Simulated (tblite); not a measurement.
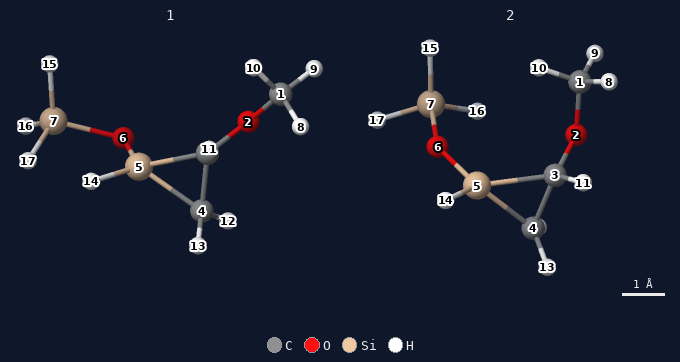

Two geometries of C3H10O2Si2, drawn at one scale. One is the start of a relaxation, the other its converged end. The picture is a ball-and-stick view, seen from a free direction.

All numbers below come from tblite, GFN2-xTB geometry optimisation, gas phase. 

Which geometry has the lower energy?

Answer. Structure 2 is the relaxed one. The atom that moves furthest after the best rigid fit is H16 (2.76 Å). Largest moves by element: H 2.76 Å, O 1.67 Å, C 1.14 Å, Si 1.05 Å. Near-neighbour distances that change, for instance: Si5–Si7 2.736 → 3.131 Å, O6–Si7 1.726 → 1.632 Å, Si5–O6 1.706 → 1.616 Å, C3–Si5 1.836 → 1.891 Å. Among the angles between lasting bonds that change: Si5–O6–Si7 105.8° → 149.2°, C4–Si5–H14 115.9° → 126.4°, O6–Si5–H14 116.2° → 107.7°. Groups turn about O6–Si7 by about 170°, Si5–O6 by about 155°, O2–C3 by about 65°. After 183 geometry steps the energy has fallen by 1.283 eV. The run took 2.4 s on 1 thread of Intel(R) Xeon(R) 6975P-C, with other jobs on the host.
